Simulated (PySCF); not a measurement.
**F5Ta, SMILES `F[Ta](F)(F)(F)F`: what the electrons do**

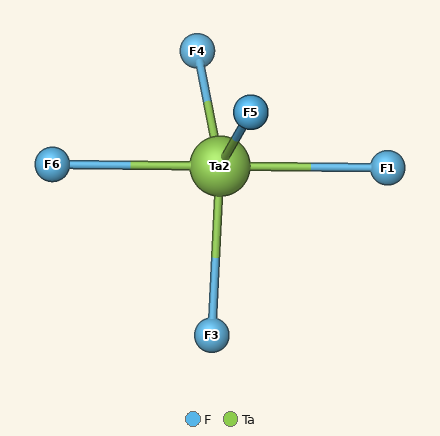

The molecule, with its atoms numbered as below. No frequency check shows the geometry to be a minimum.

Cartesian coordinates (Å):

```
F1       1.7958    0.0003   -0.0011
Ta2     -0.0001   -0.0001   -0.0001
F3      -0.0000   -1.7564   -0.4705
F4      -0.0011    1.2861   -1.2855
F5       0.0018    0.4708    1.7564
F6      -1.7957   -0.0001    0.0014
```

### 1. Bonding charge

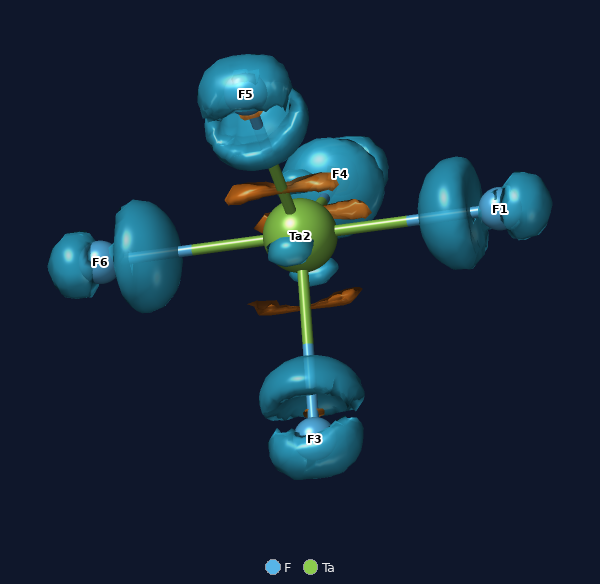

Deformation density (molecule less spherical, spin-averaged free atoms at the same positions), surfaces at ±0.2 e/Å³; light blue: gain, orange: loss.

Computed with PySCF, B3LYP/def2-TZVP, geometry: GFN2-xTB. Core potentials replace the inner electrons of Ta; spin–orbit coupling isn't included. This is a single-reference result, which may miss multireference character in this system.

**How much density has each bond gained at its critical point, relative to the free atoms?**

Ta2–F6 and F1–Ta2: +0.05 e/Å³ at the bond critical point (bond length 1.80 Å, Mayer order 1.1); up to 0.6 Å beside the axis the gain reaches +0.31 e/Å³. Ta2–F3, Ta2–F4 and Ta2–F5: +0.05 e/Å³ at the bond critical point (bond length 1.82 Å, Mayer order 1.1); up to 0.6 Å beside the axis the gain reaches +0.29 e/Å³. In all, 1.6 electrons gather in the regions of gain relative to the promolecule. A small or negative value marks a very polar bond, one between electron-rich atoms, whose free-atom densities already overlap strongly, a long bond to a heavier atom, or a closed-shell contact such as a hydrogen bond.

**Where do the Hirshfeld charges lie?**

The highest Hirshfeld charge is on Ta2 (+1.04 e), the lowest on F1 and F6 (−0.22 e).

### 2. Local ionisation energy

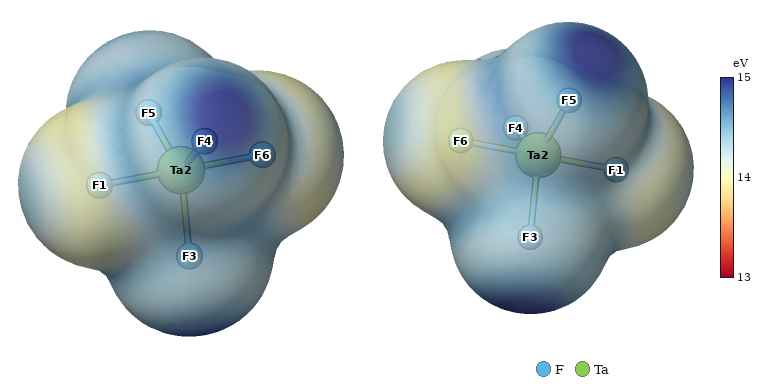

Average local ionisation energy on the surface of electron density 0.001 a.u. (back view left, front view right).

**Where are the most loosely bound electrons on this surface?**

The lowest value is 14.0 eV, 1.7 Å from F1, and at like points elsewhere. Further minima include 14.0 eV, 1.7 Å from F1. For comparison, the highest occupied orbital lies at −12.0 eV.

**What volume does the surface enclose, and what is the dipole moment?**

About 96 Å³; the dipole moment is 0.0 D.

### 3. In an electric field

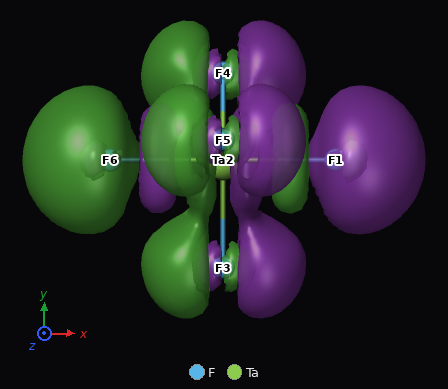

Change of the electron density in a uniform field of 0.51 V/Å, surfaces at ±0.002 e/Å³ (purple: gain, green: loss).

PySCF calculation, PBE/def2-SVPD, gas phase; geometry: GFN2-xTB. Core potentials replace the inner electrons of Ta; spin–orbit coupling isn't included. This is a single-reference result, which may miss multireference character in this system.

**Along which Cartesian direction does the field point?**

Along −x: electrons gather on the +x side, against the field.

**What dipole is induced, and what polarisability does it imply?**

The induced dipole is 1.10 D (along the field); α along this axis, from the fields in both directions, is 43 bohr³ (6.4 Å³).

**Which atoms gain and lose the most charge?**

Electrons gather most on F1 (Hirshfeld charge changes by −0.032 e) and leave F6 most (+0.033 e); 0.094 electrons are displaced in all.

### 4. Localised orbitals

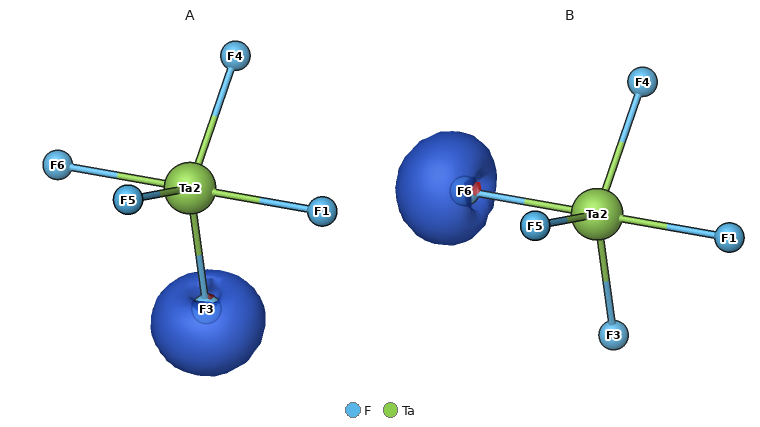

Pipek–Mezey orbitals, occupied; each surface holds about 80 % of the orbital's density. Energies are diagonal elements of the Fock matrix.

Method: r2SCAN/def2-SVP; geometry: GFN2-xTB; program: PySCF. Core potentials replace the inner electrons of Ta; spin–orbit coupling isn't included. This is a single-reference result, which may miss multireference character in this system.

**Identify each orbital.**

By panel:
- A: lone pair on F3 (s-type) (F3 98 %; −25.6 eV)
- B: lone pair on F6 (s-type) (F6 98 %; −24.1 eV)
